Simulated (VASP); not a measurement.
Band structure of YN (relaxed from the TiAs structure, space group P6_3/mmc). All values below come from r2SCAN meta-GGA, VASP's PBE PAW potentials (set 64) (plane waves; VASP).

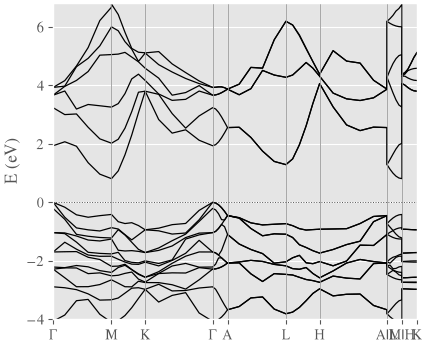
Figure. Bands along high-symmetry lines, zero at the valence-band maximum or, without a gap, the Fermi level

### Question
Read the plot: is there a gap, and where are the band edges?

### Answer
The gap is indirect, 0.81 eV, from the valence maximum at Γ to the conduction minimum at M.

The structure was generated: YN was put into the TiAs type (P6_3/mmc), which need not be its known phase. It was relaxed first, which changed the volume by +5 %.
